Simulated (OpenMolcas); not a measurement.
**Multiconfigurational calculation for Re⁴⁺ complex**

System: Re⁴⁺ with 6 ligands (O; octahedron, 2.14 Å), neutralised by 6 outer point charges of +1.3 e, whose field is part of the energies.
Method: state-averaged CASSCF, active space 3 electrons in the shell 5d, basis ANO-RCC-VDZP on the metal and ANO-RCC-VDZP on the ligands, DKH2 scalar Hamiltonian, spin-orbit coupling by RASSI with atomic mean-field integrals (OpenMolcas).

## Key numbers

| quantity | value |
| --- | --- |
| outcome | converged |
| energy of the lowest spin-free term | −17129.00742 hartree |
| energy of the lowest spin-orbit level | −17129.01567 hartree |
| largest spread among components of a term | 0.0 cm⁻¹ |
| hardware | 1 thread of Arm Neoverse V1, 24 GiB of memory available, shared host |
| wall time | 35 s |
| peak memory | 0.6 GiB |

## Notes

Without dynamic correlation the splittings between terms come out too large, often by 20 to 50 %. To bear in mind: covalent bonds, ligand orbitals missing from the active space; bare point charges leave oxide and sulfide ligands too diffuse, field too small; distances are set from ionic radii, not optimised.

## Input file
```
&GATEWAY
Coord
7

Re 0.0 0.0 0.0
O 2.140000 0.000000 0.000000
O 0.000000 2.140000 0.000000
O -2.140000 0.000000 0.000000
O 0.000000 -2.140000 0.000000
O 0.000000 0.000000 2.140000
O 0.000000 0.000000 -2.140000
Basis=Re.ANO-RCC-VDZP,O.ANO-RCC-VDZP
Group=XYZ
NoMove
AngMom=0.0 0.0 0.0
AMFI
RICD
XField
3 Angstrom 0
4.740000 0.000000 0.000000 1.333333
0.000000 4.740000 0.000000 1.333333
0.000000 0.000000 4.740000 1.333333
&SEWARD
&RASSCF
FileOrb=start.orb
Symmetry=1
Spin=4
nActEl=3 0 0
Inactive=30 34
Ras2=5 0
CIRoot=10 10 1
SDav=10
CIMx=300
Iter=150 100
PrWF=0.3
OrbListing=Nothing
MaxOrb=0
LevShft=1.0
>>> COPY $Project.JobIph JOB001
&RASSCF
FileOrb=start.orb
Symmetry=1
Spin=2
nActEl=3 0 0
Inactive=30 34
Ras2=5 0
CIRoot=40 40 1
SDav=40
CIMx=300
Iter=150 100
PrWF=0.3
OrbListing=Nothing
MaxOrb=0
LevShft=1.0
>>> COPY $Project.JobIph JOB002
&RASSI
NrOfJobIphs=2 10 40
1 2 3 4 5 6 7 8 9 10
1 2 3 4 5 6 7 8 9 10 11 12 13 14 15 16 17 18 19 20 21 22 23 24 25 26 27
28 29 30 31 32 33 34 35 36 37 38 39 40
IphNames
JOB001
JOB002
EJob
SpinOrbit
DIPRint=1.0
SOCoupling=1000.0
Subsets=2
Property=9
'ANGMOM' 1 'ANGMOM' 2 'ANGMOM' 3 'MLTPL  1' 1 'MLTPL  1' 2 'MLTPL  1' 3
'AMFI' 1 'AMFI' 2 'AMFI' 3
SOProperty=3
'ANGMOM' 1 'ANGMOM' 2 'ANGMOM' 3
```

The file start.orb holds starting orbitals from an earlier step. A driver script formed the levels outside the program, from RASSI's spin-orbit matrix and the active-space energies, averaged over the components of each term or state.

Run as:
```bash
OMP_NUM_THREADS=1 MOLCAS_MEM=2457 MOLCAS_PROJECT=a pymolcas a.inp > a.log  # once for each step of the input, in one work folder
```

## The program's output (extracts)
```
--- SEWARD ---
Basis set label: RE.ANO-RCC...7S6P4D2F1G.

      Electronic valence basis set:
      ------------------
      Associated Effective Charge  75.000000 au
      Associated Actual Charge     75.000000 au
      Nuclear Model: Point charge

      Shell  nPrim  nBasis  Cartesian Spherical Contaminant
         s      24       7        X
         p      21       6        X
         d      15       4                 X
         f      11       2                 X
         g       4       1                 X
                  Relativistic Douglas-Kroll-Hess integrals:
                    - DKH order of Hamiltonian: 2
                    - DKH order of Properties : 0
                  Atomic mean-field integrals
--- RASSCF ---
Wave function specifications:
      -----------------------------

      Number of closed shell electrons         128
      Number of electrons in active shells       3
      Max number of holes in RAS1 space          0
      Max nr of electrons in RAS3 space          0
      Number of inactive orbitals               64
      Number of active orbitals                  5
      Number of secondary orbitals              83
      Spin quantum number                      1.5
      State symmetry                             1
Orbital specifications:
      -----------------------

      Symmetry species                           1   2
                                                ag  au
      Frozen orbitals                            0   0
      Inactive orbitals                         30  34
      Active orbitals                            5   0
      RAS1 orbitals                              0   0
      RAS2 orbitals                              5   0
      RAS3 orbitals                              0   0
      Secondary orbitals                        43  40
      Deleted orbitals                           0   0
      Number of basis functions                 78  74
      Number of CSFs                            10
      Number of root(s) required                10
      Iter CI   SX   CI       RASSCF       Energy    max ROT     max BLB   max BLB  Level Ln srch  Step   QN
          iter iter root      energy       change     param      element    value   shift minimum  type update
 Nr of preliminary CI iterations:   1
      Total energies have been shifted. Add               -17000.00 au
        1   1   10    0  -125.56106164    0.00E+00  -8.41E-02   29  60 2 -6.19E-01*  1.17   0.00    SX    NO
        2   1   12    0  -127.94672167   -2.39E+00* -7.47E-02   22  49 2 -3.14E-01*  0.87   0.00    SX    NO
        3   1   12    0  -128.69637072   -7.50E-01* -5.67E-02   30  33 1  1.03E-01*  0.70   0.00    SX    NO
        4   1   12    0  -128.81678608   -1.20E-01* -2.44E-02   21  48 2  5.72E-02*  0.70   0.00    SX    NO
        5   1   11    0  -128.84906262   -3.23E-02* -2.65E-02   22  49 2 -2.92E-02*  0.70   2.36    LS   YES
        6   1   11    0  -128.86444470   -1.54E-02*  1.14E-02   13  38 2  3.35E-02*  0.71   1.26    QN   YES
        7   1   11    0  -128.86965895   -5.21E-03*  8.38E-03   27  70 1 -1.26E-02*  0.71   1.26    QN   YES
        8   1   10    0  -128.87145088   -1.79E-03*  3.34E-03   24  51 2  4.61E-03*  0.71   1.24    QN   YES
        9   1    9    0  -128.87182601   -3.75E-04*  1.50E-03   11  36 2 -2.40E-03*  0.71   1.22    QN   YES
       10   1    9    0  -128.87188832   -6.23E-05* -1.00E-03   31  69 2 -1.20E-03*  0.71   1.39    QN   YES
       11   1    8    0  -128.87190237   -1.40E-05*  2.03E-04   18  51 1 -3.89E-04*  0.71   1.24    QN   YES
       12   1    7    0  -128.87190389   -1.52E-06*  8.49E-05   18  51 1 -1.45E-04*  0.71   1.24    QN   YES
       13   1    6    0  -128.87190405   -1.62E-07* -2.46E-05   18  51 1 -4.69E-05   0.71   1.25    QN   YES
       14   1    6    0  -128.87190407   -2.05E-08* -1.35E-05   21  49 2  1.42E-05   0.71   1.31    QN   YES
       15   1    5    0  -128.87190407   -1.87E-09  -2.03E-05   30  33 1  6.76E-06   0.71   2.50    LS   YES
      Convergence after 15 iterations
       16   1    5    0  -128.87190407    2.52E-09  -2.03E-05   31  44 2 -1.94E-05   0.71   2.50    LS   YES
      Natural orbitals and occupation numbers for root  1
      sym 1:   1.000000   1.000000   0.000000   1.000000   0.000000
      Natural orbitals and occupation numbers for root  2
      sym 1:   0.000526   0.999474   0.000526   1.000000   0.999474
      Natural orbitals and occupation numbers for root  3
      sym 1:   0.999779   1.000000   0.000221   0.000221   0.999779
::    RASSCF root number  1 Total energy: -17129.00741790
::    RASSCF root number  2 Total energy: -17128.90601320
::    RASSCF root number  3 Total energy: -17128.90601320
::    RASSCF root number  4 Total energy: -17128.90601320
::    RASSCF root number  5 Total energy: -17128.87416553
::    RASSCF root number  6 Total energy: -17128.87416553
::    RASSCF root number  7 Total energy: -17128.87416553
::    RASSCF root number  8 Total energy: -17128.79036221
::    RASSCF root number  9 Total energy: -17128.79036221
::    RASSCF root number 10 Total energy: -17128.79036221
--- RASSCF ---
Wave function specifications:
      -----------------------------

      Number of closed shell electrons         128
      Number of electrons in active shells       3
      Max number of holes in RAS1 space          0
      Max nr of electrons in RAS3 space          0
      Number of inactive orbitals               64
      Number of active orbitals                  5
      Number of secondary orbitals              83
      Spin quantum number                      0.5
      State symmetry                             1
Orbital specifications:
      -----------------------

      Symmetry species                           1   2
                                                ag  au
      Frozen orbitals                            0   0
      Inactive orbitals                         30  34
      Active orbitals                            5   0
      RAS1 orbitals                              0   0
      RAS2 orbitals                              5   0
      RAS3 orbitals                              0   0
      Secondary orbitals                        43  40
      Deleted orbitals                           0   0
      Number of basis functions                 78  74
      Number of CSFs                            40
      Number of root(s) required                40
      Iter CI   SX   CI       RASSCF       Energy    max ROT     max BLB   max BLB  Level Ln srch  Step   QN
          iter iter root      energy       change     param      element    value   shift minimum  type update
 Nr of preliminary CI iterations:   1
      Total energies have been shifted. Add               -17000.00 au
        1   1    9    0  -128.80265730    0.00E+00  -6.12E-03   32  47 1 -7.15E-03*  0.75   0.00    SX    NO
        2   1    9    0  -128.80325843   -6.01E-04*  2.74E-03   27  32 1 -4.63E-03*  0.75   0.00    SX    NO
        3   1    9    0  -128.80345760   -1.99E-04*  1.75E-03   27  32 1 -2.96E-03*  0.75   0.00    SX    NO
        4   1    9    0  -128.80353266   -7.51E-05*  1.20E-03   27  32 1 -2.04E-03*  0.75   0.00    SX    NO
        5   1    8    0  -128.80356279   -3.01E-05*  1.79E-03   27  32 1 -1.32E-03*  0.75   2.50    LS   YES
        6   1    8    0  -128.80358143   -1.86E-05* -5.28E-04   19  38 2 -1.75E-03*  0.75   1.10    QN   YES
        7   1    8    0  -128.80358404   -2.62E-06*  1.74E-04   19  38 2  1.04E-03*  0.75   0.72    QN   YES
        8   1    7    0  -128.80358507   -1.03E-06* -1.33E-04   22  45 1 -1.87E-04*  0.75   1.32    QN   YES
        9   1    7    0  -128.80358534   -2.63E-07* -7.24E-05   13  36 2 -1.03E-04*  0.75   1.54    LS   YES
       10   1    7    0  -128.80358537   -3.52E-08* -3.90E-05   19  38 2 -2.09E-04*  0.75   1.00    QN   YES
       11   1    6    0  -128.80358542   -4.74E-08*  2.92E-05   19  38 2 -6.16E-05   0.75   1.43    QN   YES
       12   1    5    0  -128.80358543   -8.60E-09   4.38E-05   22  51 1 -1.66E-05   0.75   2.50    LS   YES
      Convergence after 12 iterations
       13   1    5    0  -128.80358541    1.84E-08*  4.38E-05   19  38 2  1.23E-04*  0.75   2.50    LS   YES
      Natural orbitals and occupation numbers for root  1
      sym 1:   0.980387   0.997832   0.003218   1.000031   0.018532
      Natural orbitals and occupation numbers for root  2
      sym 1:   1.005113   0.987668   0.018532   0.985469   0.003218
      Natural orbitals and occupation numbers for root  3
      sym 1:   1.001846   0.992771   0.006613   0.994745   0.004025
::    RASSCF root number  1 Total energy: -17128.94371569
::    RASSCF root number  2 Total energy: -17128.94371569
::    RASSCF root number  3 Total energy: -17128.94118539
::    RASSCF root number  4 Total energy: -17128.94118539
::    RASSCF root number  5 Total energy: -17128.94118539
::    RASSCF root number  6 Total energy: -17128.90896865
::    RASSCF root number  7 Total energy: -17128.90896865
::    RASSCF root number  8 Total energy: -17128.90896865
::    RASSCF root number  9 Total energy: -17128.85529215
::    RASSCF root number 10 Total energy: -17128.84911167
::    RASSCF root number 11 Total energy: -17128.84911167
::    RASSCF root number 12 Total energy: -17128.84911167
::    RASSCF root number 13 Total energy: -17128.84500068
::    RASSCF root number 14 Total energy: -17128.84500068
::    RASSCF root number 15 Total energy: -17128.84500068
::    RASSCF root number 16 Total energy: -17128.83706996
::    RASSCF root number 17 Total energy: -17128.83706996
::    RASSCF root number 18 Total energy: -17128.82581019
::    RASSCF root number 19 Total energy: -17128.82581019
::    RASSCF root number 20 Total energy: -17128.82581019
::    RASSCF root number 21 Total energy: -17128.80368085
::    RASSCF root number 22 Total energy: -17128.80368085
::    RASSCF root number 23 Total energy: -17128.80368085
::    RASSCF root number 24 Total energy: -17128.79660275
::    RASSCF root number 25 Total energy: -17128.75322922
::    RASSCF root number 26 Total energy: -17128.75322922
::    RASSCF root number 27 Total energy: -17128.74846919
::    RASSCF root number 28 Total energy: -17128.74846919
::    RASSCF root number 29 Total energy: -17128.74846919
::    RASSCF root number 30 Total energy: -17128.74522412
--- RASSI ---
SPIN-FREE ENERGIES:
  (Shifted by EMIN (a.u.) =     -17129.0074179013)

 SF State       Relative EMIN(au)   Rel lowest level(eV)    D:o, cm**(-1)

     1             0.0000000000        0.0000000000              0.0000
    11             0.0637022137        1.7334255425          13981.0199
    12             0.0637022137        1.7334255425          13981.0199
    13             0.0662325106        1.8022784280          14536.3558
    14             0.0662325106        1.8022784280          14536.3558
    15             0.0662325106        1.8022784280          14536.3558
    16             0.0984492501        2.6789405701          21607.1129
    17             0.0984492501        2.6789405701          21607.1129
    18             0.0984492501        2.6789405701          21607.1129
     2             0.1014047042        2.7593625737          22255.7601
     3             0.1014047042        2.7593625737          22255.7601
     4             0.1014047042        2.7593625737          22255.7601
     5             0.1332523761        3.6259818740          29245.5161
     6             0.1332523761        3.6259818740          29245.5161
     7             0.1332523769        3.6259818965          29245.5163
    19             0.1521257564        4.1395527167          33387.7443
    20             0.1583062333        4.3077320607          34744.2022
    21             0.1583062333        4.3077320607          34744.2022
    22             0.1583062333        4.3077320607          34744.2022
    23             0.1624172273        4.4195979043          35646.4611
    24             0.1624172273        4.4195979043          35646.4611
    25             0.1624172273        4.4195979043          35646.4611
    26             0.1703479404        4.6354036031          37387.0514
    27             0.1703479412        4.6354036240          37387.0516
    28             0.1816077113        4.9417975762          39858.2855
    29             0.1816077122        4.9417976021          39858.2857
    30             0.1816077122        4.9417976021          39858.2857
    31             0.2037370500        5.5439675615          44715.1140
    32             0.2037370507        5.5439675800          44715.1141
    33             0.2037370507        5.5439675800          44715.1141
    34             0.2108151528        5.7365725499          46268.5780
     8             0.2170556896        5.9063862057          47638.2175
     9             0.2170556896        5.9063862057          47638.2175
    10             0.2170556896        5.9063862057          47638.2175
    35             0.2541886831        6.9168264361          55787.9675
    36             0.2541886836        6.9168264496          55787.9676
    37             0.2589487109        7.0463533894          56832.6729
    38             0.2589487109        7.0463533894          56832.6729
    39             0.2589487116        7.0463534098          56832.6730
    40             0.2621937870        7.1346564081          57544.8847
Eigenvalues of complex Hamiltonian:
   -----------------------------------
  (Shifted by EMIN (a.u.) =     -17129.0074179013)

 SO State       Relative EMIN(au)   Rel lowest level(eV)    D:o, cm**(-1)

     1            -0.0082551213        0.0000000006              0.0000
     2            -0.0082551213        0.0000000000              0.0000
     3            -0.0082551213        0.0000000000              0.0000
     4            -0.0082551213        0.0000000006              0.0000
     5             0.0489541328        1.5567431085          12555.9799
     6             0.0489541328        1.5567431085          12555.9799
     7             0.0489541331        1.5567431165          12555.9800
     8             0.0489541331        1.5567431165          12555.9800
     9             0.0558840982        1.7453170756          14076.9316
    10             0.0558840982        1.7453170756          14076.9316
    11             0.0558840982        1.7453170734          14076.9315
    12             0.0558840982        1.7453170734          14076.9315
    13             0.0608193908        1.8796132282          15160.1031
    14             0.0608193908        1.8796132282          15160.1031
    15             0.0868349017        2.5875313437          20869.8477
    16             0.0868349017        2.5875313437          20869.8477
    17             0.0904608421        2.6861982081          21665.6497
    18             0.0904608420        2.6861982065          21665.6497
    19             0.0904608420        2.6861982065          21665.6497
    20             0.0904608421        2.6861982081          21665.6497
    21             0.0999583869        2.9446395680          23750.1198
    22             0.0999583869        2.9446395680          23750.1198
    23             0.0999583871        2.9446395724          23750.1199
    24             0.0999583871        2.9446395724          23750.1199
    25             0.0999787210        2.9451928880          23754.5826
    26             0.0999787210        2.9451928880          23754.5826
    27             0.1037414741        3.0475826153          24580.4115
    28             0.1037414741        3.0475826153          24580.4115
    29             0.1065920441        3.1251505755          25206.0393
    30             0.1065920441        3.1251505755          25206.0393
    31             0.1065920443        3.1251505807          25206.0393
    32             0.1065920443        3.1251505807          25206.0393
    33             0.1254407851        3.6380509467          29342.8598
    34             0.1254407851        3.6380509467          29342.8598
    35             0.1332176811        3.8496710677          31049.6911
    36             0.1332176811        3.8496710677          31049.6911
    37             0.1332176814        3.8496710776          31049.6912
    38             0.1332176814        3.8496710776          31049.6912
    39             0.1360998081        3.9280977411          31682.2449
    40             0.1360998081        3.9280977411          31682.2449
    41             0.1385292443        3.9942060663          32215.4445
Weights of the five most important spin-orbit-free states for each spin-orbit state.

 SO State  Total energy (au)           Spin-free states, spin, and weights
 -------------------------------------------------------------------------------------------------------
    1        -0.008255       1 1.5  0.9162    2 1.5  0.0184   18 0.5  0.0166   16 0.5  0.0141    3 1.5  0.0098
    2        -0.008255       1 1.5  0.9162   17 0.5  0.0190    4 1.5  0.0158    3 1.5  0.0150   16 0.5  0.0093
    3        -0.008255       1 1.5  0.9162   17 0.5  0.0189    4 1.5  0.0157    3 1.5  0.0150   16 0.5  0.0093
    4        -0.008255       1 1.5  0.9162    2 1.5  0.0184   18 0.5  0.0166   16 0.5  0.0140    3 1.5  0.0097
    5         0.048954      12 0.5  0.4597   13 0.5  0.1195   14 0.5  0.0844   16 0.5  0.0794    4 1.5  0.0635
    6         0.048954      12 0.5  0.4597   13 0.5  0.1195   14 0.5  0.0844   16 0.5  0.0794    4 1.5  0.0635
    7         0.048954      11 0.5  0.4597   15 0.5  0.1227   14 0.5  0.0779   18 0.5  0.0627   17 0.5  0.0578
    8         0.048954      11 0.5  0.4597   15 0.5  0.1227   14 0.5  0.0779   18 0.5  0.0627   17 0.5  0.0578
    9         0.055884      11 0.5  0.3265   15 0.5  0.2291   14 0.5  0.1764   13 0.5  0.1674   12 0.5  0.0175
   10         0.055884      11 0.5  0.3265   15 0.5  0.2291   14 0.5  0.1764   13 0.5  0.1674   12 0.5  0.0175
   11         0.055884      12 0.5  0.3265   13 0.5  0.2145   14 0.5  0.2055   15 0.5  0.1529   11 0.5  0.0175
   12         0.055884      12 0.5  0.3265   13 0.5  0.2145   14 0.5  0.2055   15 0.5  0.1529   11 0.5  0.0175
```

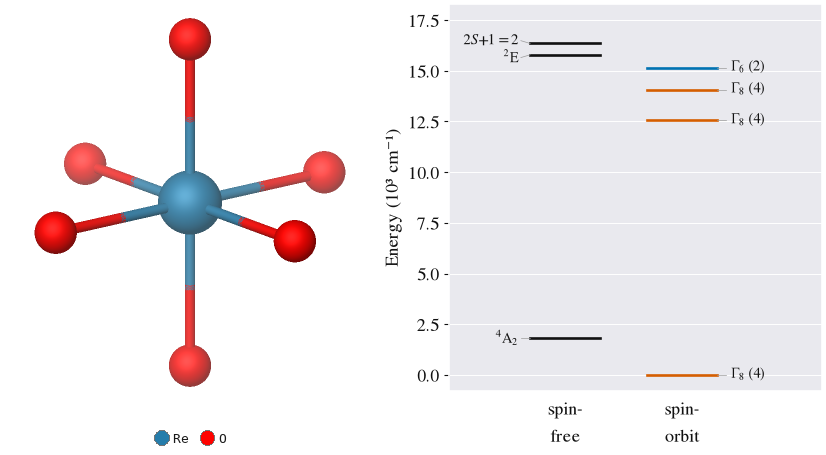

Fig. 1: Re⁴⁺ (5d³) with 6 ligands, O²⁻, at 2.14 Å (arrangement: octahedron, Oh), neutralised by outer point charges of +1.3 e, and its levels. Labels give the representation in O, Td, D4 or D3 as the site allows (double group for half-integer spin) where it could be assigned and, in brackets, the degeneracy; spin-free states, where drawn, share the zero of the spin-orbit levels. The ground level is Γ₈, 4-fold degenerate, 95 % from states of spin multiplicity 4. The next level lies at 12,600 cm⁻¹ (Γ₈). The lowest spin-free state is ⁴A₂. The active orbitals hold 76 to 90 % metal character (Löwdin), and the Mulliken charge of the metal is +2.78.
